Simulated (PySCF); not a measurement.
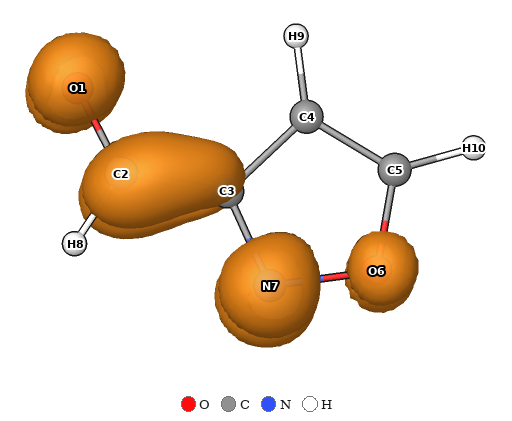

The picture shows: C4H3NO2 (charge −1, doublet). Isosurfaces of the spin density (α minus β) at +0.03 (orange) and −0.03 e/Å³ (purple), seen across its widest extent.

Geometry: GFN2-xTB.

Theory: PySCF, UKS B3LYP, pcH-1 on C H N O, non-relativistic, mean-field spin-orbit, GIAO.

```
atom    x (Å)    y (Å)    z (Å)
   O  -2.4936   0.8241   0.3564
   C  -1.8289  -0.1963   0.0307
   C  -0.4291  -0.2834  -0.0626
   C   0.5229   0.7609   0.1906
   C   1.7296   0.2052  -0.0279
   O   1.6077  -1.0982  -0.3971
   N   0.2307  -1.4160  -0.4215
   H  -2.3622  -1.1400  -0.2140
   H   0.2968   1.7648   0.4906
   H   2.7350   0.5836   0.0324
```

**Which atoms carry the spin?**

The unpaired spin (1 electron) lies mostly on N7 (about 0.3), O1 (about 0.3), C2 (about 0.2), C3 (about 0.1) and O6 (about 0.1), in electrons by Hirshfeld's partition. Only one sign reaches the isovalue.
